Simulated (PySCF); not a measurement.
## Electronic structure of C4H7N3Si (SMILES Cc1nncc([SiH3])n1) in real space

```json
{"atom": "C", "x (Å)": "-2.6266", "y (Å)": "-0.4904", "z (Å)": "0.3801"}
{"atom": "C", "x (Å)": "-1.3393", "y (Å)": "0.2027", "z (Å)": "0.0975"}
{"atom": "N", "x (Å)": "-1.3831", "y (Å)": "1.4986", "z (Å)": "-0.1727"}
{"atom": "N", "x (Å)": "-0.2746", "y (Å)": "2.1342", "z (Å)": "-0.4280"}
{"atom": "C", "x (Å)": "0.8670", "y (Å)": "1.4781", "z (Å)": "-0.4136"}
{"atom": "C", "x (Å)": "0.9211", "y (Å)": "0.1095", "z (Å)": "-0.1130"}
{"atom": "Si", "x (Å)": "2.5008", "y (Å)": "-0.9391", "z (Å)": "-0.0633"}
{"atom": "N", "x (Å)": "-0.2165", "y (Å)": "-0.5187", "z (Å)": "0.1443"}
{"atom": "H", "x (Å)": "-3.4569", "y (Å)": "0.1713", "z (Å)": "0.1535"}
{"atom": "H", "x (Å)": "-2.6931", "y (Å)": "-1.4009", "z (Å)": "-0.2106"}
{"atom": "H", "x (Å)": "-2.6619", "y (Å)": "-0.7712", "z (Å)": "1.4315"}
{"atom": "H", "x (Å)": "1.7536", "y (Å)": "2.0522", "z (Å)": "-0.6392"}
{"atom": "H", "x (Å)": "3.6213", "y (Å)": "-0.0142", "z (Å)": "0.1197"}
{"atom": "H", "x (Å)": "2.3775", "y (Å)": "-1.8802", "z (Å)": "1.0434"}
{"atom": "H", "x (Å)": "2.6063", "y (Å)": "-1.6238", "z (Å)": "-1.3516"}
```

Geometry: GFN2-xTB.

Level of theory: PySCF 2.14.0, CAM-B3LYP/def2-SVPD, SCF density, gas phase.

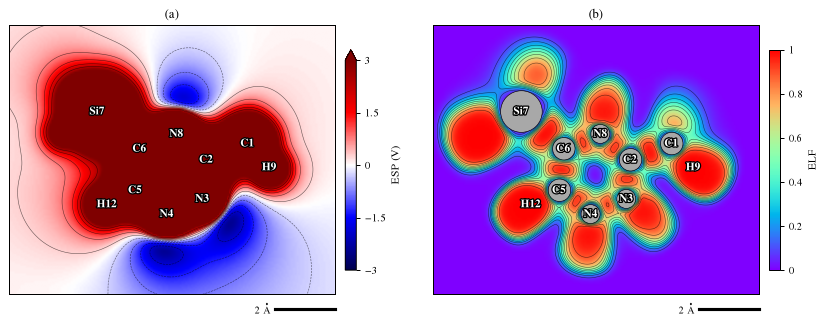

Figure 1. (a) electrostatic potential; (b) ELF on the plane of atoms C2, N3 and N4. Grey discs cover the atomic cores in the ELF map.

> What do the fields say about this system?

- The plane passes through C, N, Si and H nuclei.
- N–N (1.30 Å): the ELF peaks at about 0.90 between the atoms; localised, covalent bonding.
- C–N (1.32 Å): the ELF peaks at about 0.90 between the atoms (a covalent bond).
- C–C (1.40 Å): the ELF peaks at about 0.95 between the atoms; a covalent bond.
- C–Si (1.90 Å): the ELF peaks at about 1 between the atoms; a covalent bond.
- C–H (1.08 Å): the ELF climbs to about 1 towards the hydrogen, as it does in any bond to H: a covalent bond by its length.
- The ELF also peaks beside N4, N3 and N8, away from the bonds: lone-pair regions.
- Outside the dense part of the molecule the potential is most negative (−2.4 V) near N3.

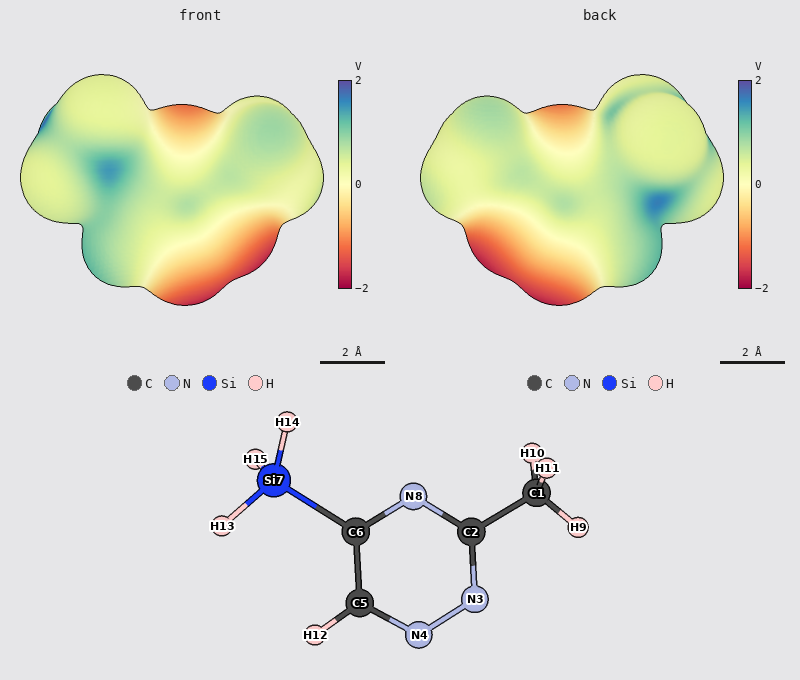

Figure 2. The electrostatic potential painted on the density surface at 0.002 e/bohr³, seen from the front and from behind; the colour scale runs from red (negative) to blue (positive). The bare structure is drawn below in the same view.

> Which sites attract a positive test charge, and which a negative one?

A positive charge is drawn to the negative regions and a negative charge to the positive ones. The most negative region (about −1.7 V) lies over N3 and N4, the most positive (about +1.6 V) over Si7.
